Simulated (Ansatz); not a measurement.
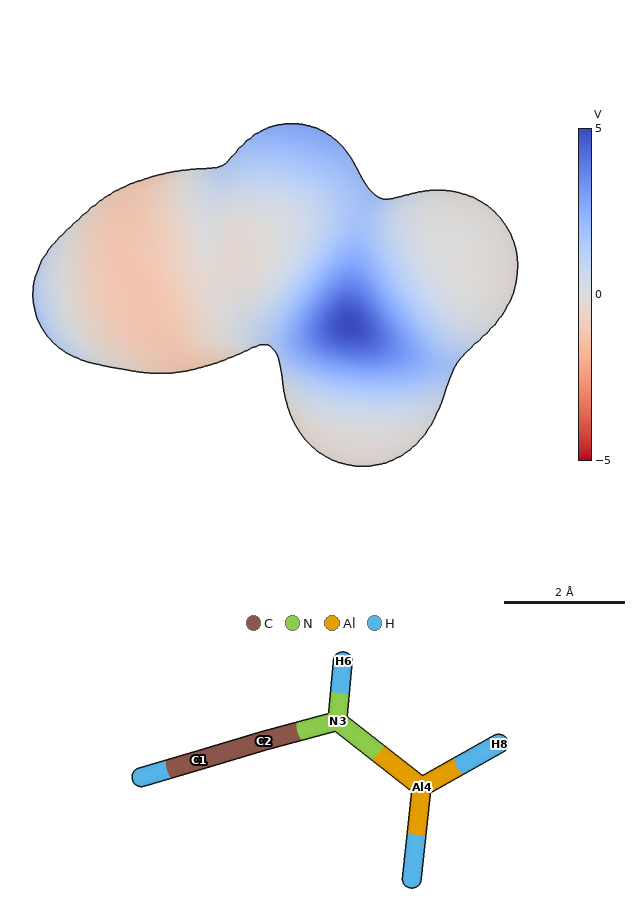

Figure. C₂H₄AlN. The electrostatic potential painted on the density surface at 0.004 e/bohr³, seen at a tilt; red is negative and blue positive. The bare structure is drawn below in the same view.

These are results of Ansatz 0.2.0, RKS B3LYP-D4/def2-SVP, not measurements.

```xyz
8

C     0.1707    2.0494   -0.9386
C     0.3541    1.0358   -0.2943
N     0.5272   -0.1035    0.4078
Al   -0.5481   -1.5598    0.4329
H     0.0126    2.9452   -1.5052
H     1.3759   -0.0950    0.9747
H    -1.8507   -1.5492   -0.4499
H    -0.0416   -2.7227    1.3726
```

Q: Describe the electrostatic potential map.

A: The most negative region (about −1.2 V, or −28 kcal/mol for a unit charge) lies over C1 and C2, the most positive (about +4.8 V, or +111 kcal/mol for a unit charge) over Al4.
